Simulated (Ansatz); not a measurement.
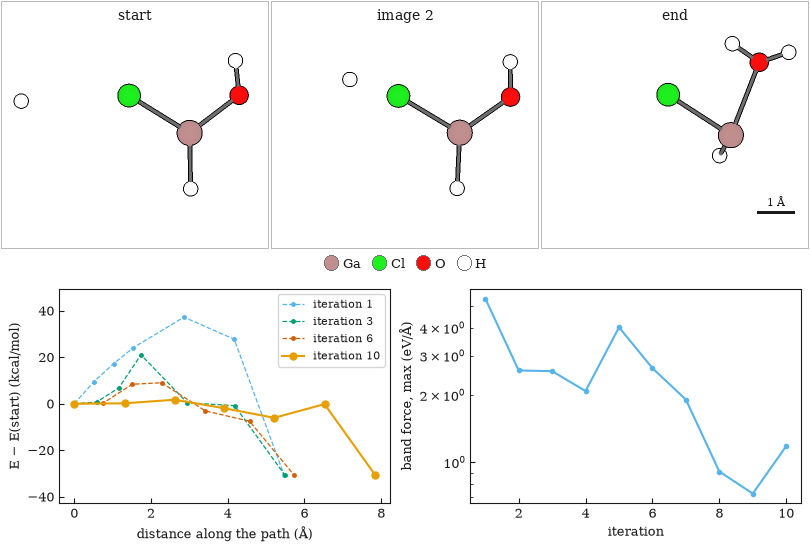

NEB run on GaH₃OCl (multiplicity 2), made up at the start of GaH2OCl and H. Images are numbered from 0 (start) to 6 (end). The plot follows the band through its iterations. A ball-and-stick model, seen at a tilt.

These are results of Ansatz, UKS CAM-B3LYP-D4/def2-SVP, not measurements. Set-up: 5 movable images; climbing image; force threshold 0.03 eV/Å; iteration limit 10; starting path through a guess of the saddle point.

Question: How did the profile develop, and is the result final?

Answer: The result isn't final. The band hadn't converged when the run stopped after 10 iterations. The largest component of the band force went from 5.4 to 1.2 eV/Å. The barrier read from it is provisional: over the last two iterations the highest image moved from 8.0 kcal/mol to 1.7 kcal/mol. The iteration limit was low. The first iteration put the highest image at 37.3 kcal/mol. Forward barrier 1.7 kcal/mol, backward barrier 32.3 kcal/mol, with image 2 at the top; the reaction energy is −30.6 kcal/mol. The profile has 2 maxima (images 2, 5) with a dip at image 4 (−6.0 kcal/mol), which on an unconverged band is provisional.

Limits of the set-up: the start holds two separate molecules, 3.0 Å apart at their closest, whose relative position is a soft coordinate.
